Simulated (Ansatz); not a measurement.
# CuO2: tests of the settings

The task, for CuO2: sweep the occupation rule and width.

Program: Ansatz 0.2.0. Level of theory: DFT PBEsol, scalar-relativistic, plane waves, PAW. These are calculated values, not measurements.

3 further runs of the same task are left out: 2 that didn't finish, 1 set aside as unsound or not needed. Runs told in other sessions of the task aren't counted.

## (1) The structure to begin with

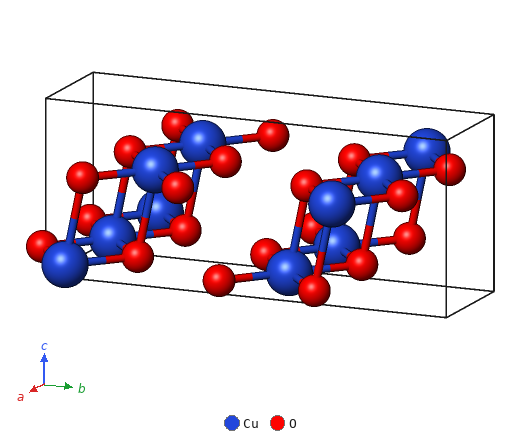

The starting structure, seen slightly off an axis (copper blue, oxygen red). 2×1×1 cells are drawn. The cell drawn here is the conventional one.

As a file:

```
CELL_PARAMETERS angstrom
1.41261 -5.21075 0.00000
1.41261 5.21075 0.00000
0.00000 0.00000 4.34342
ATOMIC_POSITIONS crystal
Cu 0.83275 0.16725 0.25000
Cu 0.16725 0.83275 0.75000
O 0.44851 0.55149 0.25000
O 0.55149 0.44851 0.75000
O 0.21103 0.78897 0.25000
O 0.78897 0.21103 0.75000
```

The structure comes from the Materials Project (structure only); it is used as listed.

## (2) The base input

input.yaml reads:

```yaml
crystal:
  lattice:
    - [1.412615, -5.210747, 0.0]
    - [1.412615, 5.210747, 0.0]
    - [0.0, 0.0, 4.343424]
  atoms:
    - { symbol: Cu, position: [0.832747, 0.167253, 0.25] }
    - { symbol: Cu, position: [0.167253, 0.832747, 0.75] }
    - { symbol: O, position: [0.448514, 0.551486, 0.25], spin: 0.35 }
    - { symbol: O, position: [0.551486, 0.448514, 0.75], spin: 0.35 }
    - { symbol: O, position: [0.21103, 0.78897, 0.25] }
    - { symbol: O, position: [0.78897, 0.21103, 0.75] }
basis:
  ecutwfc: 420
kpoints:
  mp_grid: { grid: [14, 14, 8] }
hamiltonian:
  xc: pbesol
scf:
  occupations: { method: gaussian, width: 0.1 }
output:
  forces: true
  stress: true
  eigenvalues: true
  populations: true
magnetization:
  spin_polarized: true
```

It was run beforehand and gave: -2568.5107 eV/atom at zero smearing, pressure -8.26 GPa, largest force 0.536 eV/Å, no gap on the mesh, site moments O +0.35 (×2) μB, in 21 SCF cycles and 3.1 min.

## (3) Occupation rule and width: Fermi–Dirac 0.01 eV

Edit input.yaml of step 2 so:

```diff
@@ -8,4 +8,4 @@
     - { symbol: Cu, position: [0.167253, 0.832747, 0.75] }
-    - { symbol: O, position: [0.448514, 0.551486, 0.25], spin: 0.35 }
-    - { symbol: O, position: [0.551486, 0.448514, 0.75], spin: 0.35 }
+    - { symbol: O, position: [0.448514, 0.551486, 0.25], spin: 0.38 }
+    - { symbol: O, position: [0.551486, 0.448514, 0.75], spin: 0.38 }
     - { symbol: O, position: [0.21103, 0.78897, 0.25] }
@@ -19,3 +19,3 @@
 scf:
-  occupations: { method: gaussian, width: 0.1 }
+  occupations: { method: fermi_dirac, width: 0.01 }
 output:
```

Run with:

```console
ansatz run input.yaml --threads 1 --pin off --max-ram 2560MiB --backend cpu --events-out ev --progress --plain --runs-dir out
```

Output, cut to the lines that bear on the results:

```text
Warning: RAYON_NUM_THREADS=1 ignored (pool sized by the plan → 1); use --threads N
[...]
Pseudopotentials: kind: paw
Pseudopotential: Cu, paw, valence charge 19, recommended cutoff 420 eV (normal), Cu.paw.azcp
Pseudopotential: O, paw, valence charge 6, recommended cutoff 420 eV (normal), O.paw.azcp
Functional definition: PBEsol
[...]
Crystal: 6 atoms, lattice volume = 63.942 Å³
Basis set: ecut = 420 eV, 1259 PW (Γ), exchange–correlation on 80×80×60 points (8 copies of the dense FFT grid, shifted against one another)
Bands: 38, of which v1, the nominal top of the filled ones, is band 31 counted from 1 (30 counted from 0)
Symmetry: 8 space group operations
Space group: Cmcm (ITA 63), of the structure as read, at distance tolerance 4.0e-5 Å
Magnetic group: BNS 63.457 (UNI 555), of the structure as read, at distance tolerance 4.0e-5 Å
k-points: 285 of 1568
[...]
Starting moments: Σ|m| = 0.76 μB on 2 of 6 sites
[...]
SCF iter   1: F=—  HF=-15411.738211 eV  |F-HF|=—  |Δ(HF+E_count)|=         —  Δρ=7.37e-2 (↑7.37e-2 ↓6.31e-2)  dr2=1.77e1  dr2_m=3.75e-2  M=0.405 μB ∫|m|=0.497 μB  β_m=0.30  ethr=3.10e-3  ⟨swp⟩=5.9  Hψ=78560  notcnv=0
[...]
spin=Collinear: Kerker preconditioning applied to the charge; magnetization (m = ρ↑ − ρ↓) channel mixes plain (no charge-response kernel on spin).
[...]
SCF converged after 20 iterations
Magnetization: 0.7997 μB (31.3999 up, 30.6001 down)
Absolute magnetization: 0.9971 μB (∫|ρ↑−ρ↓|, with the PAW one-centre terms)
Spin contamination: 0.0793 ħ² per cell (⟨S²⟩ above its minimum at these occupations)
Per-site moments (μB) at R_I (Å): [(0.0252892909041279, 0.7663001259711121), (0.02528929090412791, 0.7663001259711121), (0.3577406341849246, 0.7663001259711121), (0.35774063418492447, 0.7663001259711121), (-0.019741462738869665, 0.7831532600912476), (-0.019741462738869585, 0.7831532600912476)]
Free energy (F): -15411.065300 eV
[...]
E sigma→0 (E₀):  -15411.064866 eV
Entropy (-TS):   -0.000868 eV (-0.145 meV/atom)
Fermi energy:    7.315671 eV
[...]
--- Forces (eV/Å), atoms counted from 1 ---
  atom   1  Cu     0.00000000     0.05396906     0.00000000
  atom   2  Cu     0.00000000    -0.05396906    -0.00000000
  atom   3  O      0.00000000     0.51704641     0.00000000
  atom   4  O      0.00000000    -0.51704641    -0.00000000
  atom   5  O      0.00000000    -0.52707551    -0.00000000
  atom   6  O      0.00000000     0.52707551     0.00000000
[...]
--- Stress (GPa, compression-positive) ---
      -10.542632       0.000000      -0.000000
        0.000000      -7.984347      -0.000000
       -0.000000      -0.000000      -6.261630
  P = ⅓ Tr σ = -8.2629 GPa (-82.629 kbar)
--- Band table (eV; the first three rows and the last of 570) ---
[...]
--- Löwdin populations: 6 sites ---
  site symbol       q [e]    m [muB]
     0     Cu     17.6350     0.0104
     1     Cu     17.6350     0.0104
     2      O      6.5044     0.4203
     3      O      6.5044     0.4203
     4      O      6.6935    -0.0288
     5      O      6.6935    -0.0288
  spilling = 0.005393 (of n_electrons = 62.000000)
```

It took 2.8 min on 1 thread of Arm Neoverse V1, shared host; peak memory 1 GiB.

Result: -2568.5108 eV/atom at zero smearing, pressure -8.26 GPa, largest force 0.527 eV/Å and no gap on the mesh. Site moments in spheres: O +0.36 (×2) μB; cell moment 0.80 μB.

## (4) Occupation rule and width: Fermi–Dirac 0.02 eV

Edit input.yaml of step 3 so:

```diff
@@ -19,3 +19,3 @@
 scf:
-  occupations: { method: fermi_dirac, width: 0.01 }
+  occupations: { method: fermi_dirac, width: 0.02 }
 output:
```

Run with:

```console
ansatz run input.yaml --threads 1 --pin off --max-ram 2560MiB --backend cpu --events-out ev --progress --plain --runs-dir out
```

Output, cut to the lines that bear on the results:

```text
Warning: RAYON_NUM_THREADS=1 ignored (pool sized by the plan → 1); use --threads N
[...]
Pseudopotentials: kind: paw
Pseudopotential: Cu, paw, valence charge 19, recommended cutoff 420 eV (normal), Cu.paw.azcp
Pseudopotential: O, paw, valence charge 6, recommended cutoff 420 eV (normal), O.paw.azcp
Functional definition: PBEsol
[...]
Crystal: 6 atoms, lattice volume = 63.942 Å³
Basis set: ecut = 420 eV, 1259 PW (Γ), exchange–correlation on 80×80×60 points (8 copies of the dense FFT grid, shifted against one another)
Bands: 38, of which v1, the nominal top of the filled ones, is band 31 counted from 1 (30 counted from 0)
Symmetry: 8 space group operations
Space group: Cmcm (ITA 63), of the structure as read, at distance tolerance 4.0e-5 Å
Magnetic group: BNS 63.457 (UNI 555), of the structure as read, at distance tolerance 4.0e-5 Å
k-points: 285 of 1568
[...]
Starting moments: Σ|m| = 0.76 μB on 2 of 6 sites
[...]
Entropy (-TS):   -0.004047 eV (-0.674 meV/atom)
Fermi energy:    7.316048 eV
[...]
--- Forces (eV/Å), atoms counted from 1 ---
  atom   1  Cu     0.00000000     0.05178149     0.00000000
  atom   2  Cu     0.00000000    -0.05178149    -0.00000000
  atom   3  O      0.00000000     0.51577436     0.00000000
  atom   4  O      0.00000000    -0.51577436    -0.00000000
  atom   5  O      0.00000000    -0.52872751    -0.00000000
  atom   6  O      0.00000000     0.52872751     0.00000000
[...]
--- Stress (GPa, compression-positive) ---
      -10.541209       0.000000      -0.000000
        0.000000      -7.995323      -0.000000
       -0.000000      -0.000000      -6.254138
  P = ⅓ Tr σ = -8.2636 GPa (-82.636 kbar)
--- Band table (eV; the first three rows and the last of 570) ---
[...]
--- Löwdin populations: 6 sites ---
  site symbol       q [e]    m [muB]
     0     Cu     17.6349     0.0145
     1     Cu     17.6349     0.0145
     2      O      6.5044     0.4177
     3      O      6.5044     0.4177
     4      O      6.6935    -0.0194
     5      O      6.6935    -0.0194
  spilling = 0.005393 (of n_electrons = 62.000000)
```

It took 2.9 min on 1 thread of Arm Neoverse V1, shared host; peak memory 1 GiB.

Read-out: -2568.5108 eV/atom at zero smearing, pressure -8.26 GPa, largest force 0.529 eV/Å and no gap on the mesh. Site moments in spheres: O +0.36 (×2) μB; cell moment 0.82 μB.

## (5) Occupation rule and width: Fermi–Dirac 0.1 eV

Edit input.yaml of step 4 so:

```diff
@@ -19,3 +19,3 @@
 scf:
-  occupations: { method: fermi_dirac, width: 0.02 }
+  occupations: { method: fermi_dirac, width: 0.1 }
 output:
```

Run with:

```console
ansatz run input.yaml --threads 1 --pin off --max-ram 2560MiB --backend cpu --events-out ev --progress --plain --runs-dir out
```

Output, cut to the lines that bear on the results:

```text
Warning: RAYON_NUM_THREADS=1 ignored (pool sized by the plan → 1); use --threads N
[...]
Pseudopotentials: kind: paw
Pseudopotential: Cu, paw, valence charge 19, recommended cutoff 420 eV (normal), Cu.paw.azcp
Pseudopotential: O, paw, valence charge 6, recommended cutoff 420 eV (normal), O.paw.azcp
Functional definition: PBEsol
[...]
Crystal: 6 atoms, lattice volume = 63.942 Å³
Basis set: ecut = 420 eV, 1259 PW (Γ), exchange–correlation on 80×80×60 points (8 copies of the dense FFT grid, shifted against one another)
Bands: 38, of which v1, the nominal top of the filled ones, is band 31 counted from 1 (30 counted from 0)
Symmetry: 8 space group operations
Space group: Cmcm (ITA 63), of the structure as read, at distance tolerance 4.0e-5 Å
Magnetic group: BNS 63.457 (UNI 555), of the structure as read, at distance tolerance 4.0e-5 Å
k-points: 285 of 1568
[...]
Starting moments: Σ|m| = 0.76 μB on 2 of 6 sites
[...]
Entropy (-TS):   -0.136433 eV (-22.739 meV/atom)
Fermi energy:    7.312070 eV
[...]
--- Forces (eV/Å), atoms counted from 1 ---
  atom   1  Cu     0.00000000     0.01740233     0.00000000
  atom   2  Cu     0.00000000    -0.01740233    -0.00000000
  atom   3  O      0.00000000     0.44915036     0.00000000
  atom   4  O      0.00000000    -0.44915036    -0.00000000
  atom   5  O      0.00000000    -0.54004718    -0.00000000
  atom   6  O      0.00000000     0.54004718     0.00000000
[...]
--- Stress (GPa, compression-positive) ---
      -10.428508      -0.000000      -0.000000
        0.000000      -8.154873      -0.000000
       -0.000000      -0.000000      -6.206301
  P = ⅓ Tr σ = -8.2632 GPa (-82.632 kbar)
--- Band table (eV; the first three rows and the last of 570) ---
[...]
--- Löwdin populations: 6 sites ---
  site symbol       q [e]    m [muB]
     0     Cu     17.6340     0.0241
     1     Cu     17.6340     0.0241
     2      O      6.5041     0.3287
     3      O      6.5041     0.3287
     4      O      6.6948     0.0118
     5      O      6.6948     0.0118
  spilling = 0.005389 (of n_electrons = 62.000000)
```

Wall time 2.7 min (1 thread of Arm Neoverse V1, shared host); peak memory 1 GiB.

This run gives -2568.5101 eV/atom at zero smearing, pressure -8.26 GPa, largest force 0.540 eV/Å and no gap on the mesh. Site moments in spheres: O +0.28 (×2) μB; cell moment 0.73 μB.

## (6) What the occupation rule and width changes

Energies are per atom, extrapolated to zero smearing, and count from the base run (14×14×8 mesh through Γ, Gaussian smearing of 0.1 eV). Pressure is positive in compression.

| rule, width (eV) | ΔE (meV/atom) | ΔF, free energy (meV/atom) | pressure (GPa) | largest change of a force component (eV/Å) | cell moment (μB) | SCF cycles | CPU time |
| --- | --- | --- | --- | --- | --- | --- | --- |
| Gaussian 0.1 | 0.00 | 0.00 | -8.26 | 0.000 | 0.86 | 21 | 3.1 min |
| Fermi–Dirac 0.01 | -0.15 | 1.26 | -8.26 | 0.011 | 0.80 | 20 | 2.8 min |
| Fermi–Dirac 0.02 | -0.13 | 1.02 | -8.26 | 0.010 | 0.82 | 19 | 2.9 min |
| Fermi–Dirac 0.1 | 0.58 | -9.31 | -8.26 | 0.057 | 0.73 | 20 | 2.7 min |

Times: CPU seconds on a shared machine, a rough guide.

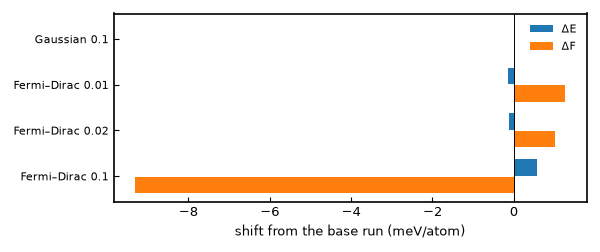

Shifts from the base run, which is one choice among these and no converged limit.

These runs hit the time limit and are left out: Fermi–Dirac 0.5 eV.

## (7) What came out

```
                                       quantity                             value
largest energy shift, occupation rule and width  0.58 meV/atom at Fermi–Dirac 0.1
```

Smearing shifts the free energy by as much as 9.31 meV/atom (Fermi–Dirac 0.1); extrapolating to zero width leaves 0.58 at most. For the widths that shift F most, the extrapolation takes out most of the shift. The cell's moment varies from 0.73 to 0.86 μB over the series. The listed cell is far from this method's equilibrium (-8.3 GPa, forces up to 0.54 eV/Å), so its values are not those of the relaxed crystal.
